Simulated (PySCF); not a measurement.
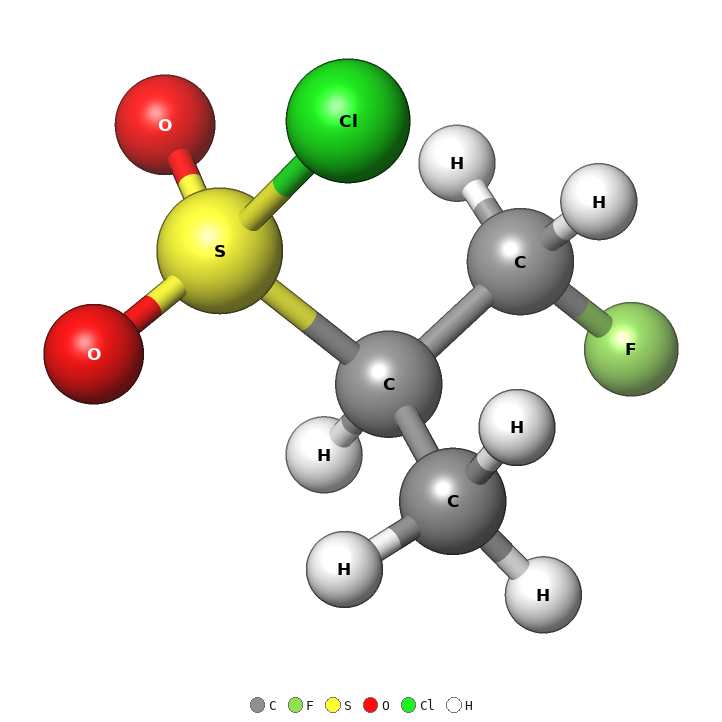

Computed geometry: GFN2-xTB optimisation. No frequency run is at hand to confirm it as a minimum. Level of theory: PBE0/def2-SVPD, gas phase (PySCF 2.14.0). Excitations: vertical, linear response.

What does the calculation give?

The species is C3H6ClFO2S (`C[C@H](CF)S(=O)(=O)Cl`).
- dipole moment: 2.75 D
- HOMO energy (Kohn–Sham orbital): −9.36 eV
- LUMO energy (Kohn–Sham orbital): −1.79 eV
- HOMO–LUMO gap: 7.57 eV
- mean static polarisability: 76.9 bohr³
- lowest vertical singlet excitation: 5.95 eV
- its oscillator strength: 0.005
- brightest of the 8 lowest singlets: 8.04 eV
- its oscillator strength: 0.11
